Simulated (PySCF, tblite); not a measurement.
**BH₆O₃Si₃ radical: geometry, infrared bands and EPR parameters**

What infrared bands and EPR parameters should BH₆O₃Si₃ radical (`[BH][SiH]1O[SiH2]O[SiH2]O1`) show?

Computed with tblite 0.8.0 and PySCF 2.14.0, with density-fitted response routines of our own, on a single molecule in the gas phase. Atoms count from 0, in the outputs and in this text.

## (1) The molecule as given

13 atoms, charge 0, multiplicity 2; geometry from: force field or distance geometry start.

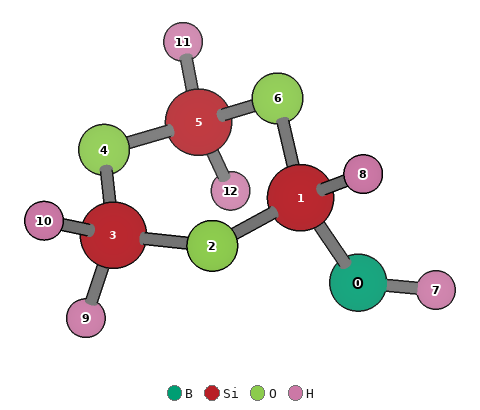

The starting geometry (boron teal, silicon red, oxygen green, hydrogen pink), atoms numbered.

## (2) Optimising the geometry with GFN2-xTB

The job: settings as JSON, then the geometry in Å.

```
{"job": {"kind": "relax", "xc": "GFN2-xTB", "basis": "xTB"}, "charge": 0, "multiplicity": 2}
B      2.141600    -0.644000    -0.947700
Si     1.085300    -0.511300     0.689000
O     -0.233900    -1.556400     0.609700
Si    -1.655600    -0.902800    -0.044700
O     -1.809700     0.769300     0.004900
Si    -0.367100     1.639100    -0.170300
O      0.685800     1.109700     1.075600
H      3.316200    -0.664600    -0.950400
H      1.901300    -0.993600     1.850800
H     -1.913900    -1.373900    -1.415600
H     -2.791600    -1.449100     0.752700
H     -0.628000     3.079600     0.008400
H      0.265200     1.498600    -1.480300
```

Started as:

```bash
> OMP_NUM_THREADS=1 python probes_run.py task.json out
```

This one command runs all jobs of the session in turn.

**Question.** This job is followed by: GFN2-xTB harmonic vibrations, gas phase; UKS B3LYP, pcH-1 on B H O Si, non-relativistic, mean-field spin-orbit, GIAO. Predict these results of the whole session: strongest single infrared mode (GFN2-xTB); zero-point energy (GFN2-xTB); g(iso) (B3LYP); ⟨S²⟩; largest a(iso) (averaged by class); surface potential, least and greatest.

The runs gave:

| quantity | value |
| --- | --- |
| strongest single infrared mode (GFN2-xTB) | 2317 cm⁻¹, 845 km/mol |
| zero-point energy (GFN2-xTB) | 41.6 kcal/mol |
| g(iso) (B3LYP) | 2.00156 |
| ⟨S²⟩ | 0.752 (exact 0.75) |
| largest a(iso) (averaged by class) | 11B on B0, 251.6 MHz |
| surface potential, least and greatest | -0.80 V and 1.99 V |

What this shows: The optimisation took 106 steps and gained 1.336 eV; among the close pairs (by a distance rule), Si5–O6 changed most, from 1.715 to 1.617 Å. No mode is imaginary among the 33: a minimum at this level. The strongest single mode, at 2317 cm⁻¹, is carried by H12, H9, H11, H10. Unscaled tight-binding wavenumbers are off by several per cent, some by more. Its intensities can rank the bands wrongly. B0 carries the largest spin population, 0.96 e. The isotropic g lies 0.8 ppt below the free-electron value.
